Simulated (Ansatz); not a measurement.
# GeH6SO: geometry relaxation (part 2 of 3)

Continued. System: GeH6SO. Method: RKS PBE0-D4/def2-TZVP (Ansatz 0.2.0). The geometry is a transition state displaced along its imaginary mode. The reaction was set up to form Ge1–S7 and O2–H6 and to break Ge1–O2 and H6–S7 (atoms counted from 1 in the order of the input); sticks are drawn by distance alone.

Geometry of the input (Å):
```
Ge -0.8650  -0.3974  -0.2569
O  0.5937  0.3065  1.2094
H  -0.5707  -1.7627  -0.8579
H  -1.6718  -0.7441  1.0794
H  -1.7713  0.6450  -0.9119
H  0.9952  0.7254  0.6855
S  1.0853  0.6768  -1.4533
H  0.2536  0.9045  1.8837
H  1.9510  -0.3542  -1.3780
```

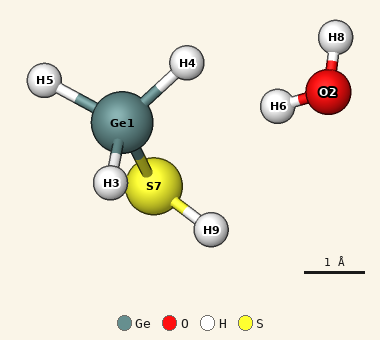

*The geometry at step 17 of the log (ball-and-stick view, seen at a tilt; atoms are numbered from 1 in the order of the input).*

Output, continued
```
relax step  63: F+E_penalty+E_count = -69487.19683507 eV  Δ(F+E_penalty+E_count) = -1.352e-6 eV  max|allowed force component| = 2.452e-3 eV/Å  Δτ_max = 0.0059 Å  (32 SCF iters, accepted)
1087 factors; their error is unknown
mean field -69487.06953859 eV, -2553.6027055158 hartree, gradient 7.0e-5 eV, S^2 0.000000; 1 other end points of the search recorded, 0 dependent functions left out
the calculation of the forces begins
reference -69487.06956812 eV, -2553.6027066010 hartree; 31, 31 occupied and 121, 121 virtual orbitals, 1087 factors
Total energy: -69487.19686461 eV, -2553.6073846605 hartree
Atom 0 at    -0.939846    -0.603408    -0.760146 Å, force     0.000907     0.000020     0.000002 eV/Å
Atom 1 at     0.582562     0.909788     1.968602 Å, force    -0.000305     0.000915     0.000937 eV/Å
Atom 2 at    -1.445686    -1.441589    -1.944971 Å, force    -0.000220    -0.000165     0.000410 eV/Å
Atom 3 at    -0.819637    -1.463264     0.500304 Å, force    -0.000413     0.000129    -0.000268 eV/Å
Atom 4 at    -1.831583     0.620829    -0.543404 Å, force    -0.000417    -0.000049     0.000050 eV/Å
Atom 5 at     1.032921     0.817293     1.118592 Å, force    -0.000283     0.001449     0.000697 eV/Å
Atom 6 at     1.064482     0.249335    -1.284883 Å, force     0.000661    -0.000121    -0.000056 eV/Å
Atom 7 at     0.651597     1.841108     2.188562 Å, force     0.000457    -0.002452    -0.001667 eV/Å
Atom 8 at     1.705190    -0.930190    -1.242657 Å, force    -0.000387     0.000274    -0.000105 eV/Å
Dipole moment:    -0.021083     0.012657    -0.185166 e Å
```

Trajectory as extended XYZ (Å, eV, eV/Å), 50 of the 63 frames kept, from step=1 to step=63
```
9
Properties=species:S:1:pos:R:3:forces:R:3 step=1 energy=-69484.45595
Ge   -0.8650   -0.3974   -0.2569    0.1918   0.1369  -0.0593
O     0.5937    0.3065    1.2094   -9.6337  -9.5863  13.1210
H    -0.5707   -1.7627   -0.8579   -0.1400  -0.2092  -0.2352
H    -1.6718   -0.7441    1.0794    0.4672   0.2040  -0.3062
H    -1.7713    0.6450   -0.9119   -0.1813  -0.0383  -0.2438
H     0.9952    0.7254    0.6855    9.9227   9.9250 -12.3025
S     1.0853    0.6768   -1.4533   -0.4190  -0.3112  -0.2398
H     0.2536    0.9045    1.8837   -0.0688  -0.1853   0.2187
H     1.9510   -0.3542   -1.3780   -0.1389   0.0645   0.0471
9
Properties=species:S:1:pos:R:3:forces:R:3 step=2 energy=-69486.06067
Ge   -0.8074   -0.3811   -0.3174   -0.4370   0.0982  -0.4199
O     0.5371    0.2951    1.3537    0.6836   0.1388   0.2440
H    -0.6089   -1.7710   -0.9382   -0.0856  -0.0729  -0.0755
H    -1.4940   -0.6662    1.0701   -0.0442  -0.0285  -0.3664
H    -1.7786    0.5873   -1.0203   -0.2047  -0.1375  -0.0478
H     1.1403    0.7844    0.7759    0.2924   0.3349  -0.0410
S     0.9936    0.6472   -1.5822   -0.1016  -0.5653   0.8832
H     0.1829    0.8943    2.0196   -0.0402  -0.0047  -0.0259
H     1.8350   -0.3901   -1.3612   -0.0628   0.2371  -0.1507
9
Properties=species:S:1:pos:R:3:forces:R:3 step=4 energy=-69486.41438
Ge   -0.8580   -0.3895   -0.4244   -0.2267  -0.1065  -1.1666
O     0.7560    0.3768    1.4256    0.3793   0.9560   0.2889
H    -0.7411   -1.7770   -1.0546   -0.0777  -0.2479  -0.1596
H    -1.5061   -0.6877    0.9167    0.2986   0.2229   0.6314
H    -1.9315    0.4668   -1.1243   -0.0485   0.0126  -0.1233
H     1.2523    1.0353    0.8794   -0.6135  -0.6503   0.6432
S     0.9365    0.5728   -1.5057   -0.0008  -0.1554   0.3816
H     0.3043    0.8508    2.1471    0.4283  -0.2096  -0.4731
H     1.7876   -0.4483   -1.2599   -0.1390   0.1781  -0.0225
9
Properties=species:S:1:pos:R:3:forces:R:3 step=5 energy=-69486.70849
Ge   -0.9148   -0.4366   -0.5533   -0.6422  -0.3043  -0.5506
O     0.8944    0.4196    1.5626    0.1831   1.6758   0.1219
H    -0.8267   -1.8380   -1.1788   -0.1210  -0.0758  -0.0111
H    -1.4237   -0.6448    0.8908    0.4740   0.2740  -0.0515
H    -1.9966    0.4153   -1.2559   -0.0167  -0.0997   0.0070
H     1.2394    1.1182    0.9294   -0.7116  -1.1786   1.2019
S     0.8766    0.5442   -1.4833    0.2343  -0.0248   0.2692
H     0.4201    0.8854    2.2915    0.7128  -0.4401  -0.9831
H     1.7314   -0.4634   -1.2030   -0.1127   0.1735  -0.0037
9
Properties=species:S:1:pos:R:3:forces:R:3 step=6 energy=-69486.92704
Ge   -0.9831   -0.4847   -0.6712   -0.4123  -0.2165   0.0504
O     1.0310    0.4519    1.7034   -0.1481   2.0739  -0.3671
H    -0.9165   -1.9012   -1.2675   -0.0966   0.0123   0.0211
H    -1.3284   -0.5976    0.8485    0.3783   0.1861  -0.4659
H    -2.0744    0.3649   -1.3495   -0.0293  -0.0957   0.0066
H     1.2365    1.1279    0.9772   -0.5075  -1.4584   1.4835
S     0.8394    0.5387   -1.4582    0.0814   0.1000   0.1222
H     0.4961    0.9476    2.3703    0.7645  -0.6151  -0.9069
H     1.6993   -0.4475   -1.1532   -0.0304   0.0135   0.0561
9
Properties=species:S:1:pos:R:3:forces:R:3 step=7 energy=-69487.07952
Ge   -1.0626   -0.5369   -0.7881   -0.0916  -0.0210  -0.0791
O     1.1702    0.5051    1.8369   -0.1870   1.3267  -0.3393
H    -1.0100   -1.9673   -1.3461   -0.0736  -0.0050   0.0319
H    -1.2832   -0.5719    0.7398    0.1832   0.1022  -0.2077
H    -2.1660    0.2883   -1.4680   -0.0586  -0.0766   0.0276
H     1.3406    1.1473    1.1010   -0.3234  -0.9092   0.9425
S     0.7651    0.5082   -1.5363   -0.0233   0.0764   0.1803
H     0.6185    1.0017    2.4737    0.5165  -0.4354  -0.5847
H     1.6274   -0.3745   -1.0129    0.0578  -0.0580   0.0285
9
Properties=species:S:1:pos:R:3:forces:R:3 step=9 energy=-69487.16339
Ge   -1.0731   -0.5222   -0.8252   -0.0531  -0.0076  -0.2049
O     1.3612    0.6253    1.8792   -0.2101   0.1712  -0.2009
H    -1.0044   -1.9662   -1.3374   -0.0062  -0.0173   0.0301
H    -1.2591   -0.4899    0.6932    0.0322   0.0168   0.0667
H    -2.2006    0.2436   -1.5274   -0.0217   0.0035   0.0213
H     1.0877    0.9954    1.0242    0.1570  -0.1197   0.2035
S     0.7810    0.5495   -1.4562   -0.0181  -0.0396   0.1088
H     0.7130    0.9608    2.5047    0.0795  -0.0420  -0.0095
H     1.5943   -0.3963   -0.9550    0.0406   0.0348  -0.0153
9
Properties=species:S:1:pos:R:3:forces:R:3 step=10 energy=-69487.07959 accepted=F
Ge   -1.0878   -0.5387   -0.8538    0.0743  -0.0138   0.2200
O     1.2261    0.4953    1.8735   -0.4208   1.9103  -1.0634
H    -1.0526   -1.9948   -1.3382    0.0315   0.0225  -0.0315
H    -1.1812   -0.4741    0.6767   -0.0969  -0.0517  -0.0486
H    -2.2442    0.2227   -1.5134    0.0478   0.0275  -0.0296
H     1.2414    1.1098    1.0688   -0.0270  -1.4169   1.4938
S     0.7717    0.5424   -1.4574    0.0576   0.0446  -0.1457
H     0.6984    1.0114    2.5140    0.4487  -0.5227  -0.4117
H     1.6283   -0.3742   -0.9701   -0.1152   0.0003   0.0167
9
Properties=species:S:1:pos:R:3:forces:R:3 step=11 energy=-69487.17014
Ge   -1.0899   -0.5336   -0.8432   -0.0003   0.0042  -0.0069
O     1.3391    0.5989    1.8835    0.0106  -0.0059   0.0007
H    -1.0082   -1.9735   -1.3650    0.0011   0.0001  -0.0013
H    -1.2741   -0.5156    0.6793   -0.0081  -0.0076  -0.0039
H    -2.2159    0.2396   -1.5396   -0.0003   0.0003   0.0038
H     1.1167    0.9813    1.0251    0.0140  -0.0110   0.0081
S     0.7731    0.5644   -1.4034   -0.0116  -0.0063  -0.0192
H     0.7625    1.0346    2.5136   -0.0087   0.0194   0.0141
H     1.5966   -0.3961   -0.9503    0.0034   0.0069   0.0047
9
Properties=species:S:1:pos:R:3:forces:R:3 step=12 energy=-69487.17160
Ge   -1.1009   -0.5425   -0.8585   -0.0127   0.0000  -0.0028
O     1.3495    0.5998    1.9045    0.0169  -0.0301   0.0112
H    -1.0115   -1.9752   -1.3960    0.0041  -0.0146  -0.0099
H    -1.3011   -0.5453    0.6613    0.0035  -0.0009   0.0127
H    -2.2239    0.2346   -1.5536   -0.0073   0.0093  -0.0064
H     1.1237    0.9575    1.0371    0.0033   0.0142  -0.0238
S     0.7623    0.5664   -1.3934   -0.0016  -0.0011  -0.0026
H     0.8167    1.0945    2.5292   -0.0146   0.0237   0.0256
H     1.5851   -0.3899   -0.9307    0.0084  -0.0004  -0.0040
9
Properties=species:S:1:pos:R:3:forces:R:3 step=14 energy=-69487.17222
Ge   -1.1054   -0.5468   -0.8636    0.0022   0.0017   0.0057
O     1.3443    0.5978    1.9174   -0.0064  -0.0056   0.0280
H    -1.0138   -1.9768   -1.4097    0.0006  -0.0032  -0.0064
H    -1.3044   -0.5571    0.6569    0.0004  -0.0033   0.0000
H    -2.2272    0.2353   -1.5559   -0.0029   0.0033  -0.0021
H     1.1301    0.9525    1.0457   -0.0003   0.0100  -0.0164
S     0.7590    0.5662   -1.3902   -0.0017  -0.0062   0.0010
H     0.8337    1.1225    2.5374    0.0084   0.0017  -0.0050
H     1.5839   -0.3937   -0.9381   -0.0003   0.0015  -0.0047
9
Properties=species:S:1:pos:R:3:forces:R:3 step=15 energy=-69487.17201 accepted=F
Ge   -1.1126   -0.5544   -0.8726    0.0117  -0.0059   0.0176
O     1.3266    0.5889    1.9405   -0.1656   0.2179   0.1786
H    -1.0179   -1.9773   -1.4391   -0.0031   0.0108  -0.0017
H    -1.3117   -0.5847    0.6481    0.0005  -0.0037  -0.0146
H    -2.2334    0.2370   -1.5569    0.0041  -0.0007   0.0012
H     1.1422    0.9432    1.0607    0.0013  -0.0168   0.0204
S     0.7535    0.5654   -1.3831    0.0072  -0.0098   0.0070
H     0.8722    1.1832    2.5509    0.1586  -0.1980  -0.2009
H     1.5809   -0.4012   -0.9486   -0.0146   0.0062  -0.0077
9
Properties=species:S:1:pos:R:3:forces:R:3 step=16 energy=-69487.17282
Ge   -1.1061   -0.5500   -0.8657    0.0006  -0.0040   0.0076
O     1.3276    0.5931    1.9293   -0.0177   0.0165   0.0136
H    -1.0174   -1.9750   -1.4265   -0.0012   0.0030  -0.0043
H    -1.3003   -0.5742    0.6552    0.0005  -0.0036  -0.0036
H    -2.2283    0.2406   -1.5482    0.0012   0.0013  -0.0007
H     1.1325    0.9474    1.0525    0.0039  -0.0052  -0.0076
S     0.7593    0.5641   -1.3877    0.0037  -0.0042   0.0023
H     0.8480    1.1560    2.5408    0.0139  -0.0069  -0.0032
H     1.5847   -0.4021   -0.9497   -0.0049   0.0032  -0.0041
9
Properties=species:S:1:pos:R:3:forces:R:3 step=17 energy=-69487.17322
Ge   -1.1063   -0.5533   -0.8667   -0.0008  -0.0022  -0.0001
O     1.3134    0.5900    1.9388   -0.0614   0.0787   0.0510
H    -1.0201   -1.9729   -1.4425   -0.0024   0.0077  -0.0001
H    -1.2973   -0.5907    0.6544    0.0005  -0.0043  -0.0079
H    -2.2269    0.2463   -1.5418    0.0009  -0.0031   0.0044
H     1.1291    0.9373    1.0565    0.0082  -0.0127   0.0014
S     0.7593    0.5633   -1.3837    0.0073  -0.0092   0.0075
H     0.8640    1.1881    2.5423    0.0530  -0.0612  -0.0510
H     1.5848   -0.4082   -0.9575   -0.0053   0.0061  -0.0051
9
Properties=species:S:1:pos:R:3:forces:R:3 step=19 energy=-69487.17374
Ge   -1.1054   -0.5549   -0.8678   -0.0128  -0.0076  -0.0015
O     1.3042    0.5936    1.9459   -0.0268   0.0323   0.0239
H    -1.0241   -1.9682   -1.4583    0.0043   0.0000  -0.0057
H    -1.2970   -0.6096    0.6521    0.0059  -0.0001   0.0023
H    -2.2273    0.2510   -1.5329    0.0034   0.0060   0.0004
H     1.1266    0.9293    1.0578    0.0027  -0.0028   0.0062
S     0.7626    0.5625   -1.3752   -0.0034  -0.0023   0.0016
H     0.8753    1.2131    2.5409    0.0243  -0.0240  -0.0259
H     1.5852   -0.4167   -0.9625    0.0024  -0.0014  -0.0012
9
Properties=species:S:1:pos:R:3:forces:R:3 step=20 energy=-69487.17411
Ge   -1.1089   -0.5607   -0.8693    0.0173   0.0126  -0.0021
O     1.2914    0.5948    1.9541   -0.0154   0.0200   0.0135
H    -1.0257   -1.9670   -1.4758   -0.0118  -0.0008   0.0000
H    -1.2909   -0.6248    0.6512   -0.0088  -0.0110  -0.0020
H    -2.2248    0.2598   -1.5266   -0.0066  -0.0087   0.0060
H     1.1267    0.9266    1.0619   -0.0029  -0.0028   0.0118
S     0.7600    0.5582   -1.3700    0.0097   0.0092  -0.0060
H     0.8883    1.2371    2.5425    0.0164  -0.0132  -0.0225
H     1.5839   -0.4241   -0.9680    0.0021  -0.0051   0.0012
9
Properties=species:S:1:pos:R:3:forces:R:3 step=21 energy=-69487.17478
Ge   -1.1066   -0.5635   -0.8722   -0.0049   0.0019  -0.0002
O     1.2717    0.5964    1.9651   -0.0269   0.0463   0.0353
H    -1.0345   -1.9625   -1.4970   -0.0009  -0.0011  -0.0054
H    -1.2876   -0.6502    0.6472    0.0038  -0.0031   0.0004
H    -2.2250    0.2661   -1.5136    0.0006   0.0003   0.0018
H     1.1220    0.9200    1.0671   -0.0063   0.0018   0.0246
S     0.7647    0.5550   -1.3666   -0.0032   0.0062   0.0002
H     0.9095    1.2718    2.5442    0.0309  -0.0438  -0.0590
H     1.5858   -0.4332   -0.9742    0.0068  -0.0085   0.0022
9
Properties=species:S:1:pos:R:3:forces:R:3 step=23 energy=-69487.17587
Ge   -1.1046   -0.5708   -0.8761   -0.0179   0.0081  -0.0020
O     1.2196    0.5907    1.9852   -0.0335   0.0959   0.0513
H    -1.0412   -1.9571   -1.5302   -0.0007   0.0024  -0.0038
H    -1.2773   -0.6857    0.6424    0.0081  -0.0029  -0.0080
H    -2.2206    0.2775   -1.4972   -0.0035  -0.0054   0.0042
H     1.1005    0.9015    1.0781   -0.0027  -0.0041   0.0123
S     0.7668    0.5517   -1.3631    0.0056  -0.0078   0.0160
H     0.9707    1.3341    2.5418    0.0338  -0.0848  -0.0668
H     1.5862   -0.4421   -0.9810    0.0107  -0.0013  -0.0031
9
Properties=species:S:1:pos:R:3:forces:R:3 step=24 energy=-69487.17622
Ge   -1.1055   -0.5706   -0.8783    0.0123  -0.0296   0.0134
O     1.1982    0.5912    1.9900   -0.0225   0.0616   0.0287
H    -1.0451   -1.9519   -1.5427   -0.0057  -0.0032  -0.0026
H    -1.2675   -0.6944    0.6404   -0.0080  -0.0083  -0.0040
H    -2.2260    0.2789   -1.4891    0.0150   0.0110   0.0019
H     1.0745    0.8982    1.0824    0.0088  -0.0122  -0.0095
S     0.7726    0.5453   -1.3556    0.0093   0.0351  -0.0140
H     0.9999    1.3522    2.5411    0.0171  -0.0434  -0.0200
H     1.5988   -0.4490   -0.9882   -0.0263  -0.0112   0.0062
9
Properties=species:S:1:pos:R:3:forces:R:3 step=25 energy=-69487.17689
Ge   -1.1033   -0.5739   -0.8779    0.0004  -0.0152   0.0089
O     1.1768    0.5937    1.9919   -0.0193   0.0813   0.0274
H    -1.0494   -1.9487   -1.5567   -0.0016   0.0003  -0.0045
H    -1.2625   -0.7133    0.6396   -0.0047  -0.0056  -0.0053
H    -2.2213    0.2864   -1.4786    0.0087   0.0058   0.0046
H     1.0761    0.9033    1.0821    0.0030  -0.0216   0.0014
S     0.7752    0.5438   -1.3508    0.0093   0.0105  -0.0091
H     1.0135    1.3662    2.5389    0.0174  -0.0553  -0.0258
H     1.5950   -0.4577   -0.9886   -0.0133  -0.0002   0.0024
9
Properties=species:S:1:pos:R:3:forces:R:3 step=26 energy=-69487.17646 accepted=F
Ge   -1.0998   -0.5839   -0.8816   -0.0261   0.0003  -0.0259
O     1.1392    0.6124    2.0172   -0.0525   0.4033   0.1328
H    -1.0635   -1.9364   -1.6086   -0.0027   0.0230   0.0094
H    -1.2502   -0.7741    0.6319    0.0083   0.0022  -0.0182
H    -2.2112    0.3099   -1.4469    0.0073  -0.0160   0.0174
H     1.0510    0.8848    1.0923    0.0156  -0.0325   0.0824
S     0.7819    0.5357   -1.3415    0.0044  -0.0399   0.0292
H     1.0633    1.4315    2.5267    0.0386  -0.3633  -0.2181
H     1.5893   -0.4800   -0.9895    0.0072   0.0229  -0.0089
9
Properties=species:S:1:pos:R:3:forces:R:3 step=28 energy=-69487.17320 accepted=F
Ge   -1.1018   -0.5948   -0.8867   -0.0212  -0.0062  -0.0150
O     1.1017    0.6293    2.0315   -0.0131   0.7092   0.1867
H    -1.0822   -1.9291   -1.6519   -0.0031   0.0585   0.0284
H    -1.2443   -0.8227    0.6233    0.0147  -0.0006  -0.0377
H    -2.2078    0.3269   -1.4184    0.0147  -0.0294   0.0132
H     1.0643    0.8832    1.0956   -0.0088  -0.0553   0.1785
S     0.7854    0.5250   -1.3293   -0.0015  -0.0361   0.0225
H     1.0915    1.4733    2.5179    0.0116  -0.6471  -0.3661
H     1.5932   -0.4913   -0.9818    0.0067   0.0070  -0.0105
9
Properties=species:S:1:pos:R:3:forces:R:3 step=29 energy=-69487.17898
Ge   -1.1016   -0.5877   -0.8834    0.0049   0.0004  -0.0063
O     1.1395    0.6261    2.0180   -0.0079   0.0218   0.0075
H    -1.0770   -1.9309   -1.6256   -0.0044   0.0079  -0.0003
H    -1.2423   -0.7937    0.6281    0.0006  -0.0038  -0.0039
H    -2.2102    0.3191   -1.4300   -0.0010  -0.0037   0.0061
H     1.0630    0.8913    1.0919   -0.0010   0.0002   0.0101
S     0.7853    0.5261   -1.3357   -0.0038  -0.0021   0.0044
H     1.0488    1.4374    2.5224    0.0063  -0.0163  -0.0175
H     1.5945   -0.4878   -0.9859    0.0062  -0.0045  -0.0002
9
Properties=species:S:1:pos:R:3:forces:R:3 step=30 energy=-69487.17972
Ge   -1.0983   -0.5934   -0.8857   -0.0140  -0.0097   0.0060
O     1.0980    0.6412    2.0317   -0.0091   0.1944   0.0556
H    -1.0933   -1.9187   -1.6613    0.0003   0.0180   0.0037
H    -1.2266   -0.8361    0.6222    0.0036  -0.0005  -0.0186
H    -2.2065    0.3341   -1.3995    0.0158  -0.0077   0.0095
H     1.0551    0.8873    1.0972   -0.0049  -0.0150   0.0456
S     0.7942    0.5156   -1.3272   -0.0029   0.0010  -0.0001
H     1.0778    1.4754    2.5126    0.0083  -0.1739  -0.1008
H     1.5996   -0.5055   -0.9899    0.0027  -0.0066  -0.0009
9
Properties=species:S:1:pos:R:3:forces:R:3 step=31 energy=-69487.18043
Ge   -1.0972   -0.5976   -0.8876   -0.0066  -0.0194  -0.0007
O     1.0745    0.6558    2.0425   -0.0027   0.2036   0.0641
H    -1.1001   -1.9103   -1.6865   -0.0071   0.0318   0.0158
H    -1.2161   -0.8639    0.6175   -0.0015  -0.0016  -0.0271
H    -2.2027    0.3452   -1.3804    0.0224  -0.0166   0.0132
H     1.0319    0.8827    1.1031    0.0048  -0.0053   0.0499
S     0.8000    0.5076   -1.3200   -0.0049   0.0066  -0.0009
H     1.1075    1.5001    2.5055   -0.0045  -0.1928  -0.1155
H     1.6021   -0.5197   -0.9942    0.0001  -0.0063   0.0011
9
Properties=species:S:1:pos:R:3:forces:R:3 step=33 energy=-69487.18164
Ge   -1.0932   -0.6008   -0.8859   -0.0041  -0.0107  -0.0029
O     1.0544    0.6703    2.0478   -0.0040   0.0835   0.0232
H    -1.1127   -1.8989   -1.7061   -0.0044   0.0164   0.0056
H    -1.2038   -0.8919    0.6142    0.0011  -0.0025  -0.0101
H    -2.1945    0.3576   -1.3544    0.0099  -0.0068   0.0082
H     1.0307    0.8870    1.1059    0.0022  -0.0075   0.0175
S     0.8079    0.4982   -1.3158    0.0014  -0.0001  -0.0008
H     1.1061    1.5164    2.5000   -0.0011  -0.0729  -0.0421
H     1.6052   -0.5380   -1.0058   -0.0009   0.0007   0.0014
9
Properties=species:S:1:pos:R:3:forces:R:3 step=34 energy=-69487.18280
Ge   -1.0880   -0.6051   -0.8846   -0.0042  -0.0191   0.0037
O     1.0095    0.6940    2.0602    0.0083   0.0946  -0.0671
H    -1.1355   -1.8772   -1.7441   -0.0067   0.0169   0.0095
H    -1.1764   -0.9400    0.6079   -0.0007  -0.0026  -0.0154
H    -2.1858    0.3790   -1.3063    0.0194  -0.0075   0.0077
H     1.0308    0.8728    1.1087   -0.0114  -0.0222   0.0885
S     0.8206    0.4823   -1.3112    0.0115   0.0092   0.0026
H     1.1108    1.5533    2.4774   -0.0053  -0.0662  -0.0249
H     1.6139   -0.5592   -1.0081   -0.0109  -0.0033  -0.0046
```
